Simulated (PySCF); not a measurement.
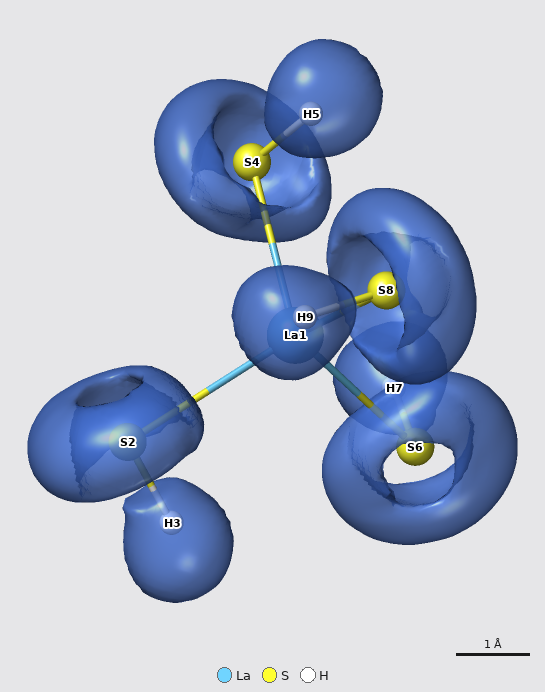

H$_{4}$LaS$_{4}$ (charge −1). Isosurface of the ELF at 0.85 (blue), seen at an oblique angle. Only the valence region is drawn (cores and ρ < 0.01 e/Å³ removed).

Core potentials replace the inner electrons of La.

Level of theory: RKS PBE0, La lcecp-1-SVP with ECP46, S def2-SVP, H def2-SVP; non-relativistic Hamiltonian with scalar-relativistic core potentials where named; density fitting (PySCF 2.14.0).

```xyz
9

La    0.0000    0.0000    0.0000
S     1.7569    1.4979    1.5726
H     2.7901    1.0731    0.8059
S    -1.7569   -1.4979    1.5726
H    -2.7901   -1.0731    0.8059
S     1.4978   -1.7569   -1.5726
H     1.0728   -2.7900   -0.8059
S    -1.4978    1.7569   -1.5726
H    -1.0728    2.7900   -0.8059
```

### What do the ELF domains correspond to?

The surface consists of four regions around hydrogen nuclei and four regions wrapped around S (the valence shell of each).

Values along the shortest contacts:
La–S (2.79 Å): the ELF peaks at about 0.90 in the valence shell of S, 0.9 Å from its nucleus, and is about 0.30 at the midpoint; a closed-shell, largely ionic contact. S–H (1.35 Å): the ELF climbs to about 1 towards the hydrogen, as it does in any bond to H.
